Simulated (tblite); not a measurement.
Geometry relaxation, with input and output: C$_{6}$H$_{5}$F$_{3}$O (part 3 of 3)

C$_{6}$H$_{5}$F$_{3}$O, SMILES C=C1OC(C(F)F)=C1CF; GFN2-xTB geometry optimisation, gas phase (tblite 0.8.0). It belongs to a series of runs on one base structure; here: constitutional isomer.

Geometry of the input (Å):
```
C  -2.1614  1.4632  0.1471
C  -0.9542  1.0202  -0.1475
O  0.0586  1.4616  -0.8080
C  0.7536  0.4260  -0.5618
C  2.1919  -0.0219  -0.9322
F  2.1650  -1.2009  -1.6176
F  2.9441  -0.2354  0.1696
C  -0.2095  -0.1491  0.1782
C  -0.4238  -1.4528  0.9640
F  -1.6751  -1.4856  1.5232
H  -2.8488  0.8748  0.7556
H  -2.5008  2.4246  -0.2260
H  2.6859  0.7317  -1.5485
H  0.3051  -1.5355  1.7701
H  -0.3349  -2.3127  0.3120
```

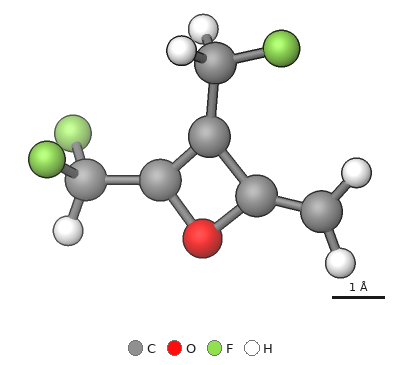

**Figure 1.** The geometry at step 34 of the log (ball-and-stick view, seen at a tilt).

**Trajectory as extended XYZ, continued**
```
15
Properties=species:S:1:pos:R:3:forces:R:3 step=29 energy=-913.64715
C    -2.1667    1.4932    0.1304    0.0000   0.0010   0.0010
C    -0.9836    0.9653   -0.0967    0.0090  -0.0050   0.0050
O     0.1008    1.4866   -0.8451   -0.0090  -0.0100   0.0080
C     0.7898    0.3140   -0.5107   -0.0070  -0.0010   0.0030
C     2.1751    0.0127   -0.9476    0.0030   0.0010  -0.0010
F     2.2193   -1.1439   -1.6608    0.0080   0.0080   0.0080
F     2.9896   -0.1889    0.1220   -0.0020  -0.0020  -0.0150
C    -0.2016   -0.2432    0.2174    0.0080   0.0000  -0.0040
C    -0.4335   -1.4876    0.9872   -0.0020  -0.0040  -0.0010
F    -1.6907   -1.4844    1.5328    0.0080   0.0070  -0.0050
H    -2.8883    0.9644    0.7262    0.0080  -0.0070   0.0020
H    -2.4304    2.4547   -0.2717   -0.0090   0.0090  -0.0050
H     2.5980    0.8202   -1.5633    0.0010  -0.0050   0.0040
H     0.2802   -1.5824    1.8163   -0.0120   0.0050  -0.0090
H    -0.3625   -2.3728    0.3416   -0.0040   0.0050   0.0080
15
Properties=species:S:1:pos:R:3:forces:R:3 step=30 energy=-913.64719
C    -2.1665    1.4923    0.1306    0.0020   0.0010   0.0020
C    -0.9834    0.9645   -0.0971    0.0090  -0.0010   0.0060
O     0.1007    1.4861   -0.8459   -0.0090  -0.0080   0.0100
C     0.7904    0.3141   -0.5109   -0.0060  -0.0030   0.0070
C     2.1758    0.0133   -0.9479    0.0010  -0.0020  -0.0020
F     2.2197   -1.1432   -1.6610    0.0090   0.0050   0.0030
F     2.9906   -0.1887    0.1212   -0.0010   0.0010  -0.0120
C    -0.2006   -0.2433    0.2175    0.0010   0.0000  -0.0050
C    -0.4343   -1.4874    0.9877    0.0000  -0.0020  -0.0030
F    -1.6920   -1.4819    1.5322    0.0110   0.0040  -0.0060
H    -2.8876    0.9628    0.7265    0.0090  -0.0040   0.0000
H    -2.4302    2.4543   -0.2706   -0.0090   0.0030  -0.0050
H     2.5982    0.8210   -1.5637    0.0020  -0.0050   0.0040
H     0.2785   -1.5832    1.8173   -0.0120   0.0060  -0.0080
H    -0.3637   -2.3726    0.3421   -0.0060   0.0030   0.0080
15
Properties=species:S:1:pos:R:3:forces:R:3 step=31 energy=-913.64722
C    -2.1663    1.4917    0.1308    0.0030   0.0010   0.0020
C    -0.9832    0.9638   -0.0973    0.0050   0.0030   0.0050
O     0.1004    1.4855   -0.8463   -0.0050  -0.0030   0.0080
C     0.7908    0.3141   -0.5109   -0.0030  -0.0030   0.0070
C     2.1762    0.0138   -0.9482   -0.0010  -0.0030  -0.0020
F     2.2203   -1.1426   -1.6611    0.0080   0.0000  -0.0040
F     2.9914   -0.1885    0.1204    0.0020   0.0040  -0.0050
C    -0.1998   -0.2436    0.2176   -0.0060  -0.0010  -0.0030
C    -0.4349   -1.4872    0.9879    0.0010   0.0010  -0.0050
F    -1.6928   -1.4799    1.5316    0.0070   0.0020  -0.0040
H    -2.8869    0.9615    0.7267    0.0080   0.0000   0.0000
H    -2.4302    2.4541   -0.2699   -0.0070  -0.0050  -0.0030
H     2.5983    0.8215   -1.5640    0.0020  -0.0020   0.0030
H     0.2771   -1.5837    1.8180   -0.0070   0.0070  -0.0040
H    -0.3648   -2.3725    0.3427   -0.0070  -0.0010   0.0060
15
Properties=species:S:1:pos:R:3:forces:R:3 step=32 energy=-913.64724
C    -2.1661    1.4915    0.1309    0.0030   0.0010   0.0020
C    -0.9830    0.9635   -0.0972    0.0000   0.0050   0.0040
O     0.1002    1.4851   -0.8464    0.0010   0.0030   0.0040
C     0.7909    0.3140   -0.5108    0.0010  -0.0020   0.0030
C     2.1764    0.0141   -0.9483   -0.0020  -0.0040  -0.0010
F     2.2208   -1.1423   -1.6612    0.0060  -0.0030  -0.0080
F     2.9919   -0.1884    0.1198    0.0040   0.0050   0.0010
C    -0.1995   -0.2438    0.2177   -0.0090  -0.0010  -0.0020
C    -0.4352   -1.4871    0.9880    0.0000   0.0020  -0.0040
F    -1.6932   -1.4788    1.5312    0.0010   0.0010  -0.0020
H    -2.8864    0.9608    0.7268    0.0060   0.0010   0.0010
H    -2.4304    2.4539   -0.2696   -0.0060  -0.0090  -0.0020
H     2.5984    0.8218   -1.5641    0.0020   0.0000   0.0010
H     0.2762   -1.5839    1.8182   -0.0020   0.0060   0.0000
H    -0.3655   -2.3725    0.3431   -0.0060  -0.0050   0.0020
15
Properties=species:S:1:pos:R:3:forces:R:3 step=33 energy=-913.64726
C    -2.1659    1.4913    0.1310    0.0010   0.0010   0.0020
C    -0.9829    0.9634   -0.0970   -0.0020   0.0060   0.0020
O     0.1001    1.4849   -0.8463    0.0070   0.0070   0.0020
C     0.7910    0.3138   -0.5107    0.0030  -0.0020  -0.0010
C     2.1765    0.0142   -0.9485   -0.0010  -0.0030  -0.0010
F     2.2213   -1.1421   -1.6615    0.0040  -0.0040  -0.0080
F     2.9923   -0.1881    0.1194    0.0040   0.0040   0.0040
C    -0.1995   -0.2440    0.2176   -0.0070  -0.0010  -0.0010
C    -0.4354   -1.4870    0.9880   -0.0020   0.0020  -0.0020
F    -1.6934   -1.4781    1.5309   -0.0050   0.0000   0.0010
H    -2.8859    0.9604    0.7269    0.0030   0.0000   0.0030
H    -2.4305    2.4537   -0.2696   -0.0050  -0.0090  -0.0020
H     2.5985    0.8220   -1.5641    0.0000   0.0010   0.0000
H     0.2755   -1.5838    1.8184    0.0030   0.0050   0.0020
H    -0.3662   -2.3726    0.3434   -0.0050  -0.0070  -0.0010
15
Properties=species:S:1:pos:R:3:forces:R:3 step=34 energy=-913.64727
C    -2.1657    1.4912    0.1312    0.0000   0.0000   0.0020
C    -0.9827    0.9633   -0.0968   -0.0020   0.0050   0.0000
O     0.1001    1.4847   -0.8461    0.0130   0.0080   0.0000
C     0.7912    0.3136   -0.5105    0.0040  -0.0010  -0.0060
C     2.1767    0.0143   -0.9487    0.0000  -0.0020  -0.0010
F     2.2220   -1.1419   -1.6619    0.0020  -0.0030  -0.0060
F     2.9929   -0.1877    0.1190    0.0030   0.0030   0.0050
C    -0.1995   -0.2441    0.2176   -0.0030  -0.0010  -0.0010
C    -0.4357   -1.4870    0.9879   -0.0040   0.0000   0.0000
F    -1.6937   -1.4772    1.5306   -0.0100  -0.0010   0.0030
H    -2.8853    0.9599    0.7270   -0.0010  -0.0010   0.0050
H    -2.4308    2.4532   -0.2695   -0.0040  -0.0060  -0.0020
H     2.5985    0.8222   -1.5642   -0.0020   0.0020  -0.0010
H     0.2747   -1.5837    1.8187    0.0060   0.0040   0.0030
H    -0.3670   -2.3728    0.3438   -0.0030  -0.0080  -0.0020
15
Properties=species:S:1:pos:R:3:forces:R:3 step=35 energy=-913.64730
C    -2.1654    1.4909    0.1315   -0.0020  -0.0010   0.0010
C    -0.9824    0.9632   -0.0966    0.0010   0.0040  -0.0030
O     0.1003    1.4846   -0.8460    0.0160   0.0070   0.0000
C     0.7915    0.3134   -0.5104    0.0030  -0.0020  -0.0080
C     2.1770    0.0143   -0.9490    0.0020   0.0000   0.0000
F     2.2229   -1.1416   -1.6627    0.0010   0.0000  -0.0020
F     2.9937   -0.1871    0.1185    0.0000   0.0000   0.0040
C    -0.1995   -0.2444    0.2174    0.0030   0.0000  -0.0020
C    -0.4362   -1.4868    0.9879   -0.0060  -0.0020   0.0030
F    -1.6944   -1.4760    1.5302   -0.0120  -0.0020   0.0040
H    -2.8845    0.9591    0.7273   -0.0040  -0.0030   0.0080
H    -2.4313    2.4525   -0.2693   -0.0040  -0.0010  -0.0030
H     2.5986    0.8226   -1.5642   -0.0040   0.0020  -0.0020
H     0.2737   -1.5835    1.8191    0.0060   0.0030   0.0010
H    -0.3683   -2.3732    0.3444   -0.0010  -0.0050  -0.0020
15
Properties=species:S:1:pos:R:3:forces:R:3 step=36 energy=-913.64732
C    -2.1651    1.4903    0.1319   -0.0030  -0.0030   0.0000
C    -0.9820    0.9632   -0.0966    0.0050   0.0030  -0.0040
O     0.1008    1.4846   -0.8458    0.0150   0.0040   0.0020
C     0.7919    0.3131   -0.5105    0.0010  -0.0020  -0.0090
C     2.1775    0.0143   -0.9494    0.0050   0.0020   0.0000
F     2.2240   -1.1413   -1.6636    0.0000   0.0040   0.0030
F     2.9947   -0.1864    0.1180   -0.0030  -0.0030   0.0010
C    -0.1993   -0.2446    0.2171    0.0080   0.0010  -0.0030
C    -0.4370   -1.4867    0.9880   -0.0070  -0.0040   0.0050
F    -1.6956   -1.4743    1.5298   -0.0090  -0.0030   0.0050
H    -2.8836    0.9580    0.7279   -0.0060  -0.0030   0.0090
H    -2.4320    2.4515   -0.2691   -0.0040   0.0030  -0.0030
H     2.5987    0.8231   -1.5644   -0.0050   0.0010  -0.0030
H     0.2725   -1.5832    1.8197    0.0040   0.0020  -0.0020
H    -0.3698   -2.3737    0.3450    0.0010  -0.0010   0.0000
15
Properties=species:S:1:pos:R:3:forces:R:3 step=37 energy=-913.64734
C    -2.1649    1.4897    0.1324   -0.0020  -0.0040  -0.0020
C    -0.9815    0.9633   -0.0966    0.0080   0.0010  -0.0040
O     0.1017    1.4847   -0.8457    0.0100   0.0000   0.0040
C     0.7923    0.3129   -0.5107   -0.0010  -0.0030  -0.0060
C     2.1780    0.0144   -0.9497    0.0050   0.0030  -0.0010
F     2.2250   -1.1410   -1.6644    0.0000   0.0050   0.0070
F     2.9957   -0.1859    0.1175   -0.0060  -0.0050  -0.0020
C    -0.1991   -0.2448    0.2168    0.0080   0.0010  -0.0030
C    -0.4380   -1.4865    0.9881   -0.0060  -0.0030   0.0040
F    -1.6969   -1.4726    1.5293   -0.0040  -0.0030   0.0030
H    -2.8827    0.9567    0.7286   -0.0040  -0.0020   0.0060
H    -2.4329    2.4505   -0.2688   -0.0040   0.0040  -0.0020
H     2.5987    0.8235   -1.5646   -0.0050   0.0020  -0.0040
H     0.2713   -1.5829    1.8203   -0.0010   0.0010  -0.0050
H    -0.3714   -2.3742    0.3457    0.0010   0.0040   0.0030
15
Properties=species:S:1:pos:R:3:forces:R:3 step=38 energy=-913.64736
C    -2.1647    1.4892    0.1326    0.0000  -0.0040  -0.0030
C    -0.9810    0.9635   -0.0967    0.0070  -0.0010  -0.0020
O     0.1024    1.4849   -0.8455    0.0040  -0.0020   0.0040
C     0.7927    0.3126   -0.5111   -0.0020  -0.0030  -0.0020
C     2.1785    0.0145   -0.9500    0.0030   0.0030  -0.0010
F     2.2257   -1.1407   -1.6648    0.0010   0.0040   0.0060
F     2.9962   -0.1856    0.1172   -0.0060  -0.0050  -0.0020
C    -0.1988   -0.2449    0.2165    0.0050   0.0010  -0.0020
C    -0.4387   -1.4864    0.9882   -0.0040   0.0000   0.0020
F    -1.6978   -1.4715    1.5291    0.0010  -0.0030   0.0020
H    -2.8822    0.9557    0.7293    0.0000   0.0010   0.0020
H    -2.4336    2.4499   -0.2686   -0.0020   0.0020   0.0010
H     2.5987    0.8238   -1.5648   -0.0040   0.0020  -0.0040
H     0.2706   -1.5826    1.8205   -0.0040   0.0000  -0.0060
H    -0.3724   -2.3744    0.3462    0.0010   0.0060   0.0050
```

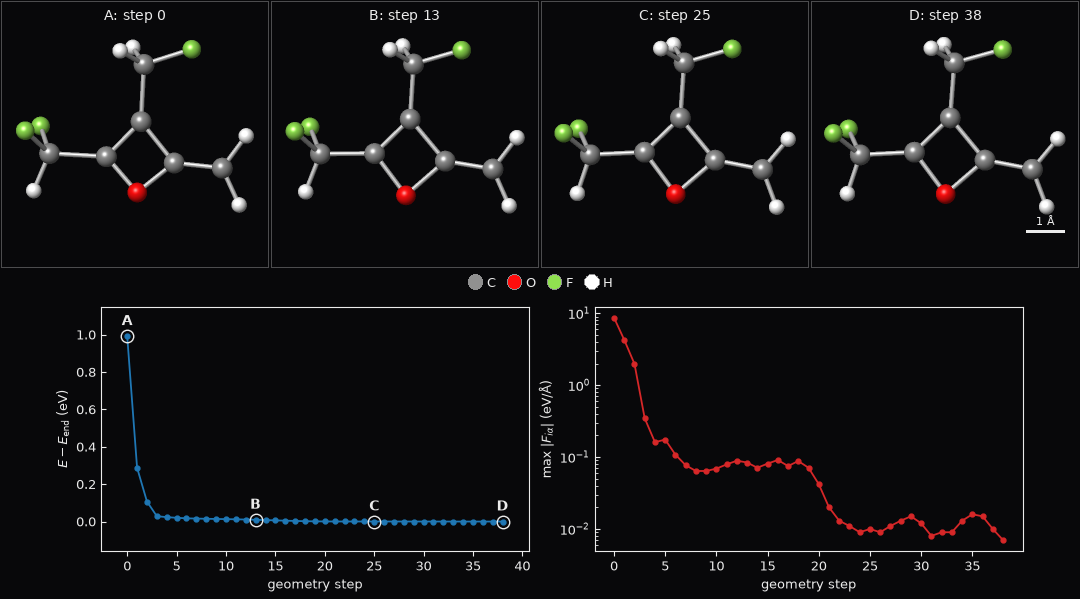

**Figure 2.** Frames of the relaxation (ball-and-stick view, seen at a tilt) above the curves, on which the letters mark them (steps are counted from 0).

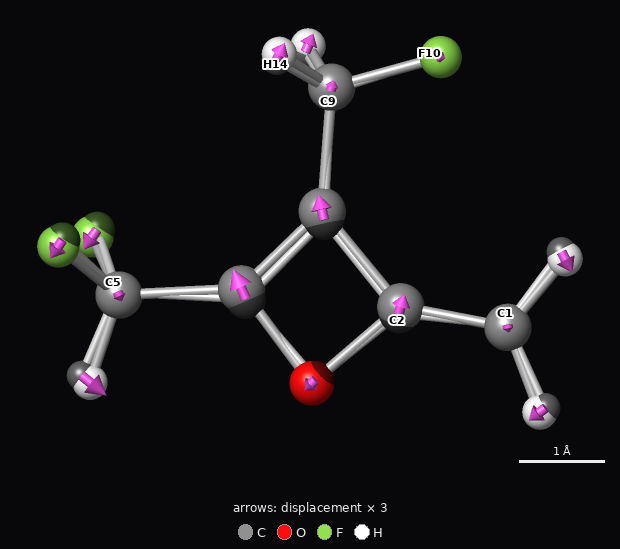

**Figure 3.** Start (faint) and end (solid) with the displacements as pink arrows, magnified 3 times (ball-and-stick view, seen at a tilt). The two geometries are laid on each other by the best rigid fit. The largest moves after the best rigid fit, 0.13 Å, are those of C4 and H13. By element the largest moves are C 0.13 Å, H 0.13 Å, F 0.10 Å, O 0.06 Å. Among the contacts that change: O3–C4 1.271 → 1.401 Å, C2–O3 1.287 → 1.416 Å, C4–C5 1.551 → 1.484 Å, C8–C9 1.537 → 1.481 Å. Among the angles that change: O3–C4–C5 134.1° → 123.9°, C5–C4–C8 132.3° → 139.7°, C1–C2–O3 136.0° → 129.3°. The energy falls by 0.992 eV in 38 geometry steps. The largest force component goes from 8.7 to 0.007 eV/Å. (Atoms are counted from 1 in the order of the input.)

**Results in brief**

| quantity | value |
| --- | --- |
| outcome | converged |
| total energy | −913.6474 eV |
| peak memory | 0.18 GiB |
